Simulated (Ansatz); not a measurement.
# HF/STO-3G run of SiSe (SMILES [Si][Se])

What is the electronic atomisation energy of SiSe at HF/STO-3G? 

The calculation is run with Ansatz 0.2.0.

20 further runs of the same task are left out: 20 set aside as unsound or not needed.

**1. The structure to begin with**

The species is SiSe (2 atoms), meant as a singlet with charge 0. SMILES: `[Si][Se]`. The coordinates come from a PBE0-D4/def2-TZVP relaxation.

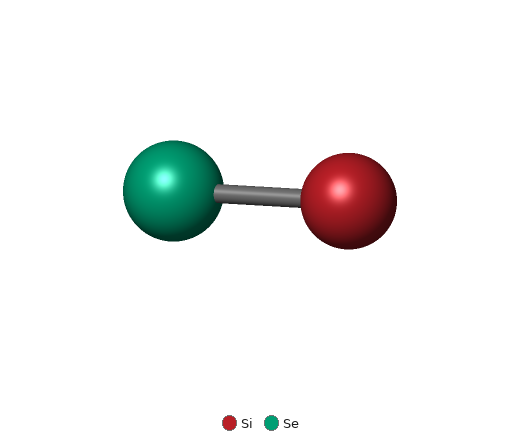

Viewed from a chosen angle; silicon red, selenium teal.

**2. The energy at HF/STO-3G**

input.yaml reads:

```yaml
crystal:
  periodic: [false, false, false]
  atoms:
    - symbol: Si
      position_ang: [0.000000, 0.000000, 0.031440]
    - symbol: Se
      position_ang: [-0.000000, -0.000000, 2.093090]
basis:
  gaussian:
    orbitals: STO-3G
hamiltonian:
  xc: hf
accuracy: high
output: {orbitals: {seedname: orbitals}}
```

Command:

```
$ ansatz run input.yaml --threads 1 --pin off --max-ram 3480MiB --events-out events.jsonl --progress --plain --runs-dir runs
```

What it wrote:

```text
Warning: RAYON_NUM_THREADS=1 ignored (pool sized by the plan → 1); use --threads N
Functional definition: HF
  name "HF"
  exchange = exact_x
  correlation = 0
372 factors; integrals over basis functions are off by at most 7.3e-9 eV
mean field evaluation 1: about -72355.8267 eV, gradient 2.3e1 eV
mean field evaluation 2: about -72355.8506 eV, gradient 2.3e1 eV
mean field evaluation 4: about -72359.1028 eV, gradient 7.0e-1 eV
mean field evaluation 8: about -72359.1038 eV, gradient 6.5e-6 eV
mean field -72359.10379103 eV, -2659.1480175583 hartree, gradient 3.9e-8 eV, S^2 0.000000; 0 other end points of the search recorded, 0 dependent functions left out
reference -72359.10379103 eV, -2659.1480175583 hartree; 24, 24 occupied and 3, 3 virtual orbitals, 372 factors
Total energy: -72359.10379103 eV, -2659.1480175583 hartree
```

Wall time 0.2 s (1 thread of Arm Neoverse V1, shared host).

**3. The Se atom, same level**

run.yaml reads:

```yaml
crystal:
  periodic: [false, false, false]
  atoms:
    - {symbol: Se, position_ang: [0.000000, 0.000000, 0.000000]}
basis:
  gaussian:
    orbitals: STO-3G
magnetization:
  spin_polarized: true
  initial_magnetization: 2
hamiltonian:
  xc: hf
accuracy: high
```

Run the same way, it converges to -2373.52734 Eh (log not shown).

**4. The Si atom at the same level**

Edit run.yaml of step 3 so:

```diff
@@ -3,3 +3,3 @@
   atoms:
-    - {symbol: Se, position_ang: [0.000000, 0.000000, 0.000000]}
+    - {symbol: Si, position_ang: [0.000000, 0.000000, 0.000000]}
 basis:
```

Run the same way, it converges to -285.46622 Eh (log not shown).

**5. What came out**

Level: HF/STO-3G.

| quantity | value |
| --- | --- |
| molecule: total energy | -2659.14802 Eh |
| molecule: HOMO energy | -6.45 eV |
| molecule: LUMO energy | 5.48 eV |
| molecule: HOMO–LUMO gap | 11.93 eV |
| Se atom: total energy | -2373.52734 Eh |
| Se atom: ⟨S²⟩ | 2.000 |
| Si atom: total energy | -285.46622 Eh |
| Si atom: ⟨S²⟩ | 2.000 |
| electronic atomisation energy | 4.203 eV |

In words: Taking the molecule apart into free atoms costs 4.20 eV (97 kcal/mol), before zero-point energy and without spin-orbit coupling. Hartree–Fock lacks the correlation of the bonding pairs, which as a rule makes this value much too low; in minimal bases other errors can mask that. In a minimal basis such a difference can be off by several eV, whatever the method.
